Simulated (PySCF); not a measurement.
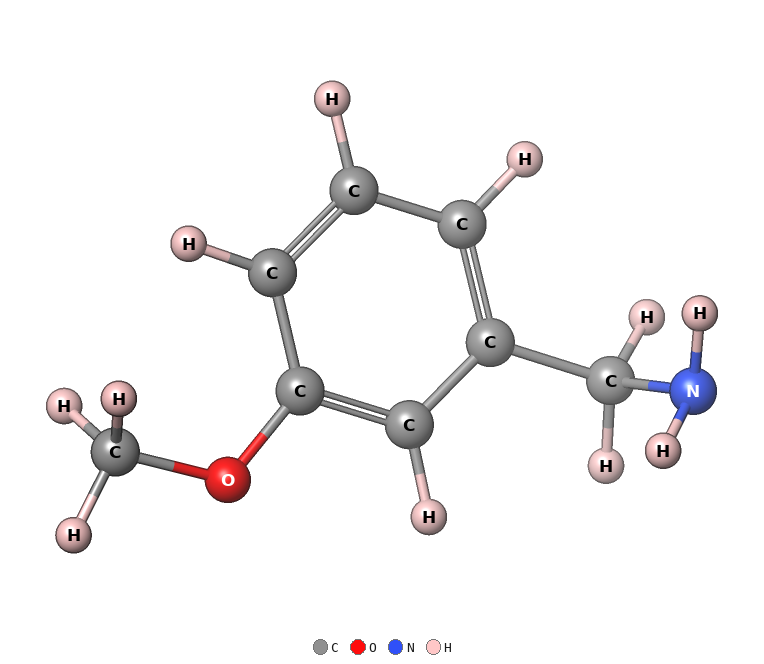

Orthographic view. Atoms fade into the background with distance from the viewer. The geometry was computed by an optimisation with GFN2-xTB. No frequency run is at hand to confirm it as a minimum.

Write the InChI string.

InChI=1S/C8H11NO/c1-10-8-4-2-3-7(5-8)6-9/h2-5H,6,9H2,1H3
